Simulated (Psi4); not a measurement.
# H3NO (hydroxylamine) at wB97X-V/def2-TZVPP

Aim: the vertical singlet–triplet gap of H3NO (hydroxylamine) at wB97X-V/def2-TZVPP, from 2 runs. 

The calculation is run with Psi4 1.11.

## (1) Starting point

H3NO has 5 atoms, charge 0, and is taken as a singlet. As SMILES, `NO`. The coordinates come from a PBE0-D4/def2-TZVP relaxation. This is one conformer, not always the lowest.

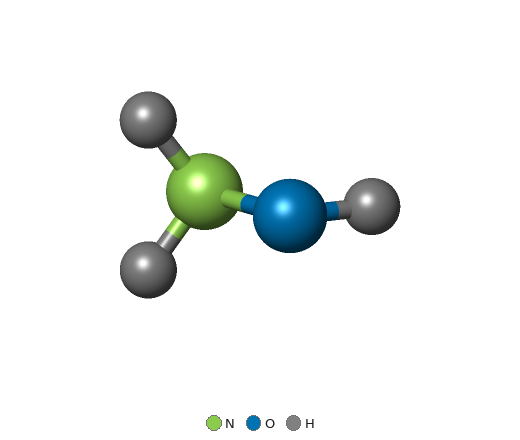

Viewed from a chosen angle; nitrogen green, oxygen blue, hydrogen grey.

## (2) A single-point energy at wB97X-V/def2-TZVPP

Input file h3no.xyz:

```xyz
5
H3NO
N     -0.165120    -0.361290    -0.321170
O      0.364460     0.666040     0.508060
H     -0.162690    -1.190020     0.266770
H     -1.141650    -0.109840    -0.446210
H      1.105010     0.995100    -0.007440
```

Input file job.py:

```python
import psi4

psi4.set_memory('2200 MB')
psi4.set_num_threads(1)
psi4.set_output_file('h3no.out', False)

with open('h3no.xyz') as f:
    atoms = ''.join(f.readlines()[2:])
geom = psi4.geometry('0 1\n' + atoms + 'symmetry c1')

options = {'basis': 'def2-TZVPP', 'reference': 'rks', 'puream': True, 'e_convergence': 1e-09, 'd_convergence': 1e-08, 'scf_type': 'pk', 'dft_radial_points': 99, 'dft_spherical_points': 590}
psi4.set_options(options)

result, w = psi4.energy("wb97x-v", return_wfn=True)
print(f'total energy {result:.8f} hartree = {result * 27.211386:.5f} eV')
```

Command:

```
$ python job.py
```

h3no.out, cut to the lines that bear on the results:

```text
[...]
  Running in c1 symmetry.
[...]
  Nuclear repulsion =   39.593666393662183
[...]
  Multiplicity = 1
[...]
  Nalpha       = 9
  Nbeta        = 9
[...]
    Number of basis functions: 104
[...]
   @RKS iter   1:  -131.62043633977848   -4.64400e-01   5.00623e-03 ADIIS/DIIS
[...]
   @RKS iter  11:  -131.73171140356359   -2.84217e-12   3.39378e-09 DIIS
[...]
    Orbital Energies [Eh]
    ---------------------
    Doubly Occupied:
       1A    -19.234394     2A    -14.443070     3A     -1.191074
       4A     -0.929490     5A     -0.616793     6A     -0.610333
       7A     -0.553133     8A     -0.404157     9A     -0.368423
[...]
  @RKS Final Energy:  -131.73171140356359
   => Energetics <=
    Nuclear Repulsion Energy =             39.5936663936621827
    One-Electron Energy =                -258.2167547576669904
    Two-Electron Energy =                  98.4274103953920587
    DFT Exchange-Correlation Energy =     -11.6101627642937597
    Empirical Dispersion Energy =           0.0000000000000000
    VV10 Nonlocal Energy =                  0.0741293293429134
    Total Energy =                       -131.7317114035635939
[...]
 Multipole Moments:
 ------------------------------------------------------------------------------------
     Multipole            Electronic (a.u.)      Nuclear  (a.u.)        Total (a.u.)
 ------------------------------------------------------------------------------------
 L = 1.  Multiply by 2.5417464519 to convert [e a0] to [Debye]
 Dipole X            :          0.3548540           -0.4672831           -0.1124292
 Dipole Y            :          0.5612863           -0.7320415           -0.1707552
 Dipole Z            :          0.3624987           -0.4650567           -0.1025581
 Magnitude           :                                                    0.2287265
[...]
```

The script printed:

```text
total energy -131.73171140 hartree = -3584.60245 eV
```

Wall time 87 s (1 thread of Intel Xeon Platinum 8259CL at 2.50GHz (Skylake/Cascade Lake), shared host); peak memory 0.95 GiB.

## (3) The triplet

Input file h3no.inp:

```
memory 2200 MB

molecule geom {
  0 3
  N     -0.31203158    -0.68273915    -0.60692334
  O      0.68872958     1.25863319     0.96009425
  H     -0.30743954    -2.24881188     0.50412224
  H     -2.15740583    -0.20756752    -0.84321469
  H      2.08816626     1.88046647    -0.01405956
  units bohr
  symmetry c1
}

set {
  reference uks
  puream true
  e_convergence 1e-09
  d_convergence 1e-08
  scf_type pk
  dft_radial_points 99
  dft_spherical_points 590
  maxiter 100
}

e_tot, wfn = energy('wb97x-v/def2-TZVPP', return_wfn=True)
print_variables()
```

Command:

```
$ psi4 -n 1 h3no.inp h3no.out
```

h3no.out, cut to the lines that bear on the results:

```text
[...]
  Running in c1 symmetry.
[...]
  Nuclear repulsion =   39.593666455499566
[...]
  Multiplicity = 3
[...]
  Nalpha       = 10
  Nbeta        = 8
[...]
    Number of basis functions: 104
[...]
   @UKS iter   1:  -131.33631109697478   -1.80274e-01   5.60556e-03 DIIS/ADIIS
[...]
   @UKS iter  24:  -131.47820355828682   -3.53282e-11   4.24234e-09 DIIS
[...]
   @S^2 Observed:                2.006641938E+00
[...]
    Orbital Energies [Eh]
    ---------------------
    Alpha Occupied:
       1A    -19.229642     2A    -14.535575     3A     -1.227336
       4A     -0.999339     5A     -0.682530     6A     -0.656590
       7A     -0.623939     8A     -0.480688     9A     -0.424150
      10A     -0.124236
    Alpha Virtual:
      11A      0.084596    12A      0.150603    13A      0.164031
      14A      0.363444    15A      0.381816    16A      0.389019
      17A      0.461067    18A      0.483137    19A      0.498452
      20A      0.520036    21A      0.550807    22A      0.586192
      23A      0.649741    24A      0.696434    25A      0.737521
[...]
  @UKS Final Energy:  -131.47820355828682
   => Energetics <=
    Nuclear Repulsion Energy =             39.5936664554995659
    One-Electron Energy =                -257.3770326596469999
    Two-Electron Energy =                  97.8092011826018819
    DFT Exchange-Correlation Energy =     -11.5777981129247145
    Empirical Dispersion Energy =           0.0000000000000000
    VV10 Nonlocal Energy =                  0.0737595761834508
    Total Energy =                       -131.4782035582868218
  UHF NO Occupations:
  HONO-2 :    8  A 1.9986160
  HONO-1 :    9  A 1.0000000
[...]
 Multipole Moments:
 ------------------------------------------------------------------------------------
     Multipole            Electronic (a.u.)      Nuclear  (a.u.)        Total (a.u.)
 ------------------------------------------------------------------------------------
 L = 1.  Multiply by 2.5417464519 to convert [e a0] to [Debye]
 Dipole X            :         -0.3978790           -0.4672831           -0.8651622
 Dipole Y            :         -0.2421348           -0.7320415           -0.9741763
 Dipole Z            :          0.1779989           -0.4650567           -0.2870579
 Magnitude           :                                                    1.3341392
[...]
```

Run time: 3.7 min. Hardware: 1 thread of Intel Xeon Platinum 8259CL at 2.50GHz (Skylake/Cascade Lake), shared host; peak memory 0.96 GiB.

## (4) What came out

Level: wB97X-V/def2-TZVPP.

```
                                        quantity          value
                           singlet: total energy  -131.73171 Eh
                          singlet: dipole moment         0.58 D
                            singlet: HOMO energy      -10.03 eV
                            singlet: LUMO energy        3.06 eV
                          singlet: HOMO–LUMO gap       13.08 eV
                           triplet: total energy  -131.47820 Eh
                          triplet: dipole moment         3.39 D
     triplet: HOMO energy (highest over α and β)       -3.38 eV
      triplet: LUMO energy (lowest over α and β)       -2.68 eV
                                   triplet: ⟨S²⟩          2.007
vertical energy of the triplet above the singlet       6.898 eV
```

**Reading.** At this shape the triplet lies 6.90 eV (159 kcal/mol) above the singlet.
